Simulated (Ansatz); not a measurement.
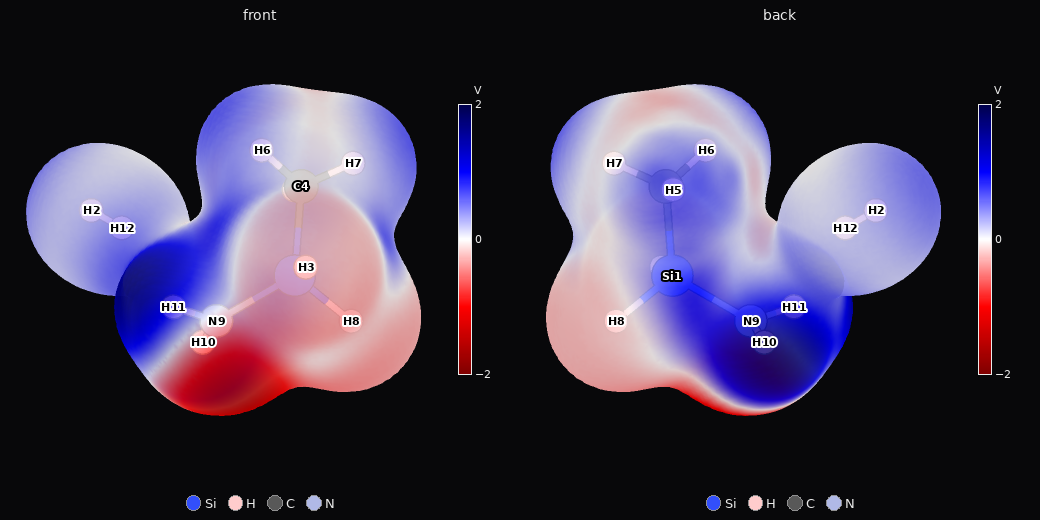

*CH$_{7}$NSi···H$_{2}$. The electrostatic potential painted on the density surface at 0.002 e/bohr³, seen from the front and from behind; red is negative and blue positive.*

All numbers below come from RKS PBE0/6-31G* (Ansatz).

```csv
atom,x (Å),y (Å),z (Å)
Si,0.4288,-0.4159,-0.9473
H,-0.2394,0.0948,3.4772
H,1.6964,0.0397,-1.5891
C,-0.6208,1.0984,-0.5588
H,-1.5727,0.8196,-0.0927
H,-0.1027,1.7834,0.1217
H,-0.8491,1.6507,-1.4788
H,-0.3336,-1.2819,-1.8936
N,0.8929,-1.4216,0.3867
H,0.2180,-2.0117,0.8524
H,1.6221,-1.1295,1.0218
H,-0.0790,-0.1161,2.7808
```

Where is the surface potential most negative and most positive?

The most negative region (about −1.5 V) lies over N9, the most positive (about +1.7 V) over H10 and H11. N9 is the likeliest acceptor of a hydrogen bond.
